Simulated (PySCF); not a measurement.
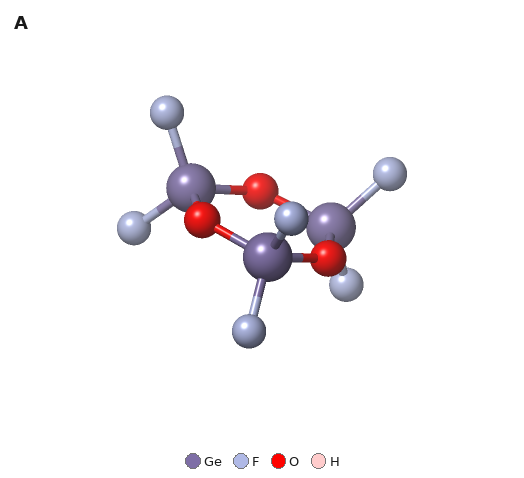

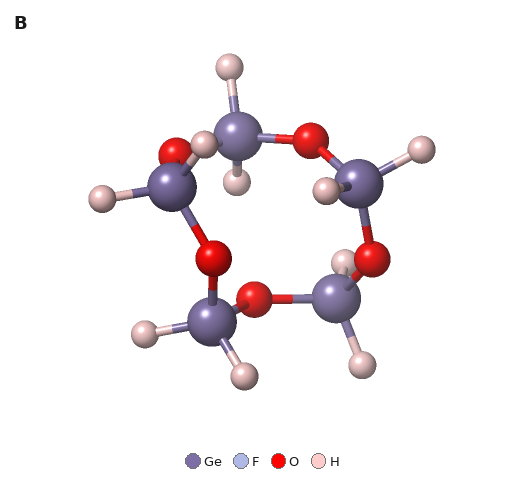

Two related species, optimised with PBE0-D3(BJ)/def2-SVP; properties computed with PySCF 2.14.0. Both: charge 0, singlet.

What are A and B?

A is cyclo-(F2GeO)3, B is cyclo-(H2GeO)5.

Compare them. With ωB97X-D/def2-SVPD: dipole moment (D), HOMO–LUMO gap (eV), HOMO energy (Kohn–Sham orbital) (eV), lowest vertical singlet excitation (eV), mean static polarisability (bohr³).

```tsv
quantity	A	B
dipole moment (D)	0.06	0.70
HOMO–LUMO gap (eV)	12.40	11.65
HOMO energy (Kohn–Sham orbital) (eV)	−13.47	−9.99
lowest vertical singlet excitation (eV)	7.57	7.41
mean static polarisability (bohr³)	77.5	148.7
```

Each is one conformer, and no frequency run is at hand to confirm it as a minimum.
